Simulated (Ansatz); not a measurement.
```xyz
9

W     0.5442    0.5821   -0.5520
H    -0.3513   -0.3921    4.1273
H     1.4433   -0.4249    0.4704
H    -0.5152    1.4987    0.3995
H    -1.0644    0.2437   -0.7836
H     0.2452   -1.0406   -0.7351
H     0.0569    0.0291   -2.0243
Br    2.0531    2.0734   -1.7955
H     0.1707    0.1208    4.2772
```

Core potentials replace the inner electrons of W.

All numbers below come from Ansatz, RHF/def2-SVP.

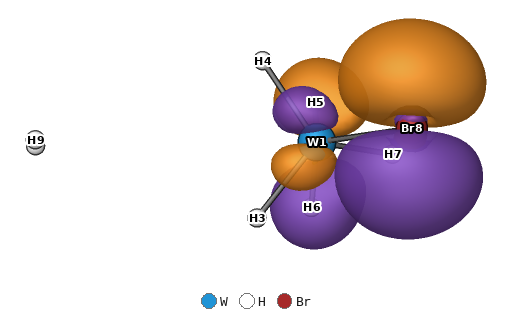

BrH5W···H2. The HOMO−1 at ±0.1 Å⁻³ᐟ² (orange and purple are the two phases), seen from one side.

Where does this orbital lie, and at what energy?

It lies mainly on Br8 (about 75 %) and W1 (about 15 %); largely a lone pair of Br8. Its energy is −11.70 eV.
